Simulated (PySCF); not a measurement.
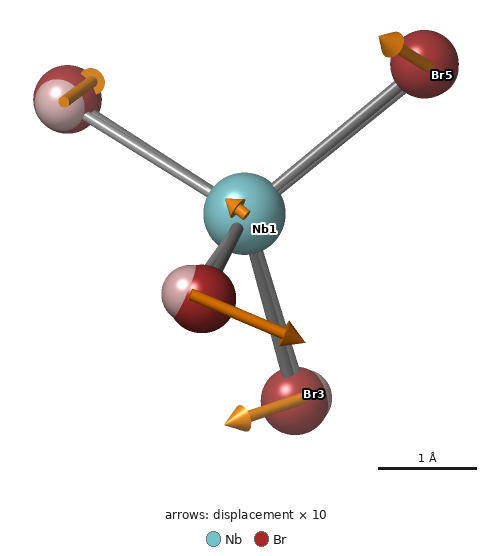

This is a relaxation of NbBr4 (multiplicity 2). The starting structure is drawn faded, the final one solid; orange arrows show the displacements, 10 times their true length. The two geometries are superimposed by the best rigid fit.

Style: ball-and-stick. Shown from a free direction.

The start comes from GFN2-xTB.

All numbers below come from PBE0-D3(BJ)/def2-SVP geometry optimisation, gas phase in PySCF. 

> Which element moves most?

Bromine: up to 0.13 Å, against 0.03 Å for niobium.

> What happened in the run?

A Br atom moves most after the best rigid fit: 0.13 Å. Largest moves by element: Br 0.13 Å, Nb 0.03 Å. Some distances before and after: Br–Nb 2.426 → 2.412 Å. Bond angles that change, for instance: Br–Nb–Br 110.6° → 116.8°, Br–Nb–Br 109.6° → 105.6°, Br–Nb–Br 110.6° → 114.0°. Over 14 geometry steps the energy falls by 2.41 kJ/mol. Largest force component: 0.22 eV/Å at the start, 0.02 eV/Å at the end.
